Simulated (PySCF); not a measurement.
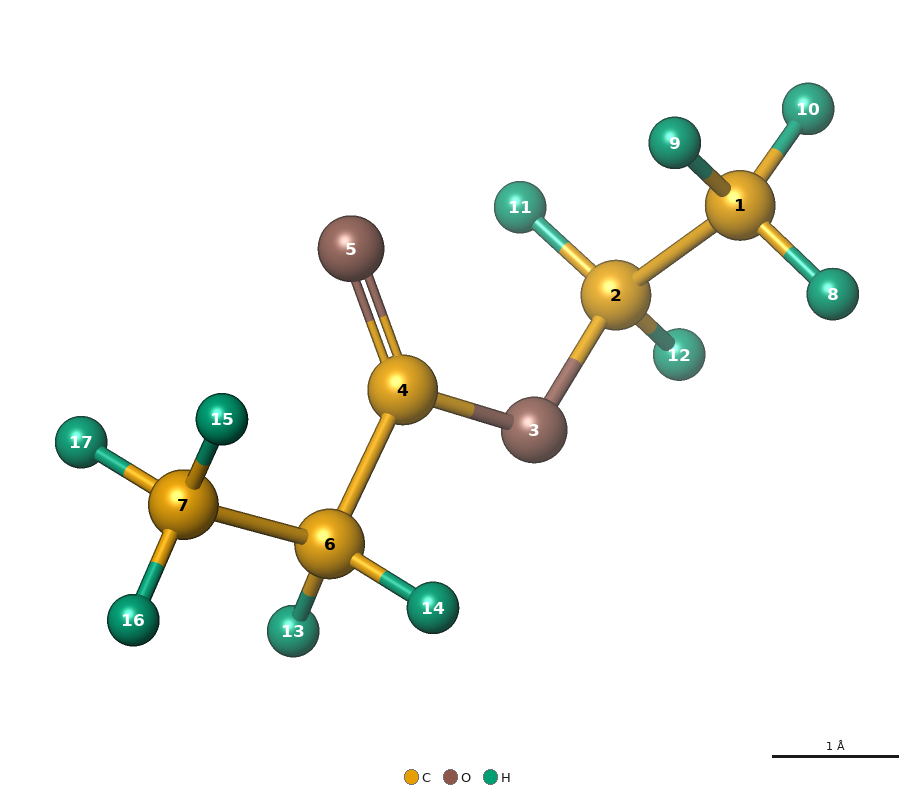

Orthographic view. Distant atoms are faded towards the background colour. Computed geometry: PBE0-D3(BJ)/def2-SVP optimisation. No frequency run is at hand to confirm it as a minimum.

Write a MOL file (V2000) with the atoms in numerical order, bonds sorted by atom number with the orders drawn, and coordinates in the frame of the picture: x right, y up, z towards the viewer, origin at the mean position.

```
C5H10O2
                    3D

 17 16  0  0  0  0  0  0  0  0999 V2000
    2.2200    1.3800   -0.6100 C   0  0  0  0  0  0  0  0  0  0  0  0
    1.2300    0.6700   -1.5100 C   0  0  0  0  0  0  0  0  0  0  0  0
    0.5800   -0.4000   -0.8300 O   0  0  0  0  0  0  0  0  0  0  0  0
   -0.4600   -0.0900   -0.0500 C   0  0  0  0  0  0  0  0  0  0  0  0
   -0.8700    1.0400    0.0800 O   0  0  0  0  0  0  0  0  0  0  0  0
   -1.0400   -1.3100    0.6000 C   0  0  0  0  0  0  0  0  0  0  0  0
   -2.2100   -1.0000    1.5200 C   0  0  0  0  0  0  0  0  0  0  0  0
    2.9600    0.6800   -0.2000 H   0  0  0  0  0  0  0  0  0  0  0  0
    1.7000    1.8800    0.2200 H   0  0  0  0  0  0  0  0  0  0  0  0
    2.7600    2.1500   -1.1900 H   0  0  0  0  0  0  0  0  0  0  0  0
    0.4700    1.3700   -1.8800 H   0  0  0  0  0  0  0  0  0  0  0  0
    1.7400    0.2000   -2.3600 H   0  0  0  0  0  0  0  0  0  0  0  0
   -1.3300   -2.0000   -0.2000 H   0  0  0  0  0  0  0  0  0  0  0  0
   -0.2200   -1.8200    1.1300 H   0  0  0  0  0  0  0  0  0  0  0  0
   -1.9000   -0.3200    2.3300 H   0  0  0  0  0  0  0  0  0  0  0  0
   -2.6100   -1.9200    1.9800 H   0  0  0  0  0  0  0  0  0  0  0  0
   -3.0200   -0.5000    0.9700 H   0  0  0  0  0  0  0  0  0  0  0  0
  1  2  1  0
  1  8  1  0
  1  9  1  0
  1 10  1  0
  2  3  1  0
  2 11  1  0
  2 12  1  0
  3  4  1  0
  4  5  2  0
  4  6  1  0
  6  7  1  0
  6 13  1  0
  6 14  1  0
  7 15  1  0
  7 16  1  0
  7 17  1  0
M  END
```
